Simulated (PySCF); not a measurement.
Sn(H)(F), SMILES [F][SnH] (HFSn) at its PBE0/def2-SVP optimised geometry (Å):

```
3

Sn    -0.8282    -0.9774     0.0000
H      0.9666    -0.9774     0.0000
F     -0.9666     0.9774     0.0000
```

Method: PBE0/def2-TZVP, def2 effective core potentials past Kr in PySCF. The core electrons that the potentials of Sn replace are not part of the density.

Map of the Laplacian of the electron density (e/bohr⁵) on the plane z = 1.0 Å:

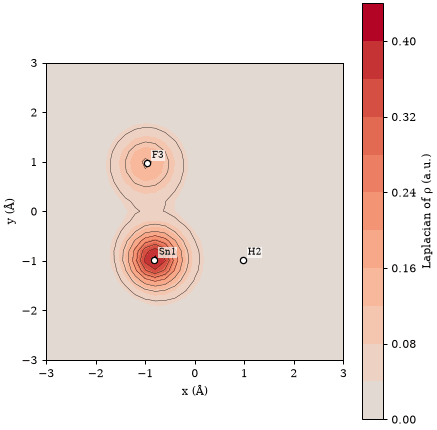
Figure: Laplacian of the electron density (e/bohr⁵) on the plane z = 1.0 Å.
